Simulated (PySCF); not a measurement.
S₄Sb₄ (Sb4S4 realgar)

Input file:

```
{"job": {"kind": "uv", "xc": "PBE0", "basis": "def2-SVPD", "ip": true, "nstates": 10}, "charge": 0, "multiplicity": 1}
Sb    -0.527557    -1.771085     1.164486
S      1.869814    -1.449175     0.930689
Sb     2.089617     0.575046    -0.399631
S      0.954918    -0.343139    -2.343353
Sb    -1.280434    -0.875345    -1.543920
S     -1.850344     1.411424    -0.951339
Sb    -0.211114     2.034107     0.733912
S     -0.906660     0.332508     2.325435
```

Run with:

```sh
OMP_NUM_THREADS=1 python probes_run.py task.json out
```

Geometry: PBE0-D3(BJ)/def2-SVP; core potentials replace the inner electrons of Sb.

Method: PBE0/def2-SVPD, SCF density, gas phase, scalar-relativistic core potentials on the heavy atoms (PySCF).

**What can the converged electron density and electron localisation function tell about the bonding?**

Sb–S (2.43 Å): ρ at the midpoint is about 0.55 e/Å³; the ELF peaks at about 0.85 in the valence shell of S, 0.9 Å from its nucleus, and drops to about 0.20 between the two atoms.

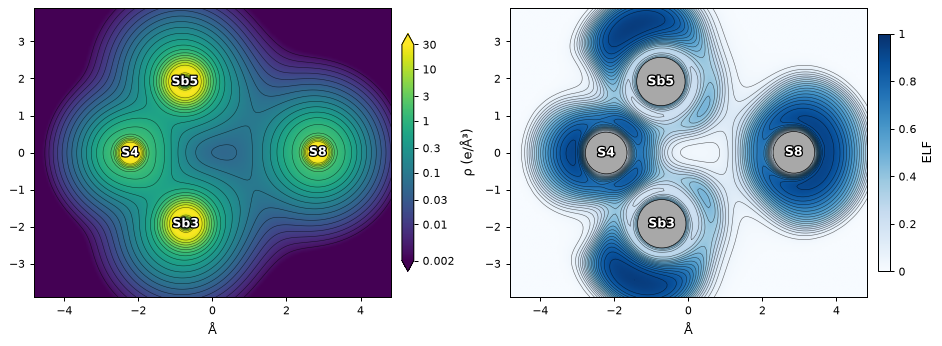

Computed electron density and electron localisation function on the plane of atoms Sb3, S4 and Sb5, in this order. Grey discs cover the atomic cores in the ELF map. 
